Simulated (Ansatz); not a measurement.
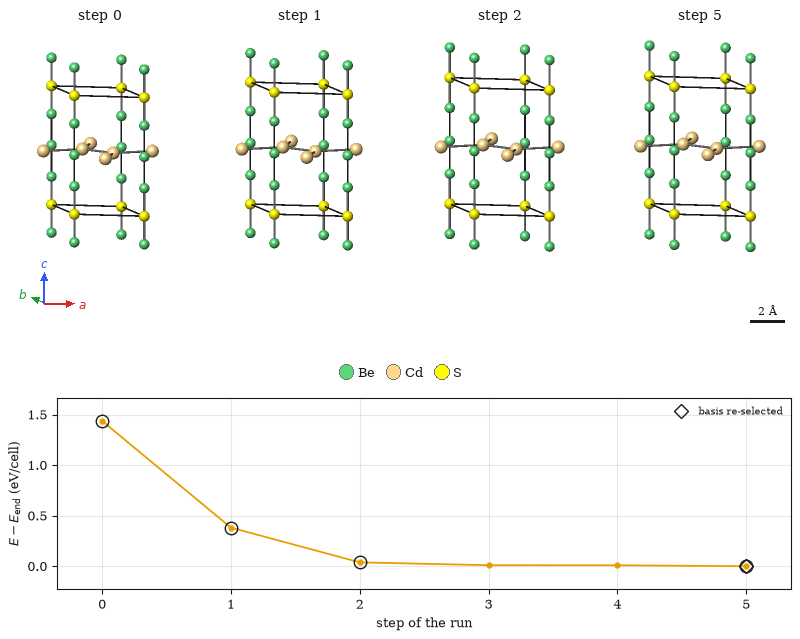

Frames of a relaxation of crystalline Be3Cd2S (a generated structure, set up in P6/mmm) (coarse preliminary run), marked on the history of the run. The picture is a ball-and-stick view of the cell of the calculation, seen slightly off an axis.

The calculation used Ansatz 0.2.0, DFT PBE, scalar-relativistic, plane waves, PAW. (plane-wave cutoff 420 eV; k-point mesh 6 × 6 × 4; occupations gaussian; smearing width 0.1 eV; no spin polarisation; cell and atoms relaxed; force threshold 0.04 eV/Å; at most 70 steps)

Question: Describe the path.

Answer: After 4 accepted moves (5 points after the start) the energy has fallen by 1.437 eV per cell of the calculation. Largest force component: 2.9 eV/Å at the start, 0.00059 eV/Å at the end. The pressure goes from 17.58 to 0.11 GPa. The SCF was repeated once at an unchanged geometry on a basis and grid sized afresh for the cell, which shifted the energy by 9.4 meV per cell of the calculation at most. The largest moves relative to the cell, 0.031 Å, are those of Be atoms. S and Cd stay in place. Cell: a = b 4.286 → 4.666 Å (+8.9 %), c 7.210 → 7.743 Å (+7.4 %). Volume +27.2 %. Among the contacts that change: Cd–Cd 2.475 → 2.694 Å, Be–S 1.703 → 1.860 Å, Be–Be 1.902 → 2.012 Å. The space group stays P6/mmm (No. 191). From step 0 to 1: volume +13.0 %, energy −1.055 eV per cell of the calculation. From step 1 to 2: volume +8.7 %, energy −0.344 eV per cell of the calculation. From step 2 to 5: volume +3.7 %, energy −38.3 meV per cell of the calculation.

| step | E − E(0), meV/atom | largest force component, eV/Å | pressure, GPa | volume, Å³/atom | note |
| --- | --- | --- | --- | --- | --- |
| 0 | 0.00 | 2.9383 | 17.58 | 19.120 |  |
| 1 | -175.88 | 1.6320 | 7.17 | 21.598 |  |
| 2 | -233.16 | 0.3939 | 1.76 | 23.471 |  |
| 3 | -237.85 | 0.0545 | 0.29 | 24.178 |  |
| 4 | -237.97 | 0.0004 | 0.02 | 24.330 |  |
| 5 | -239.54 | 0.0006 | 0.11 | 24.330 | same geometry, new basis |

Limits of the set-up: layers or molecules are held without a dispersion correction, so their spacing is unreliable.
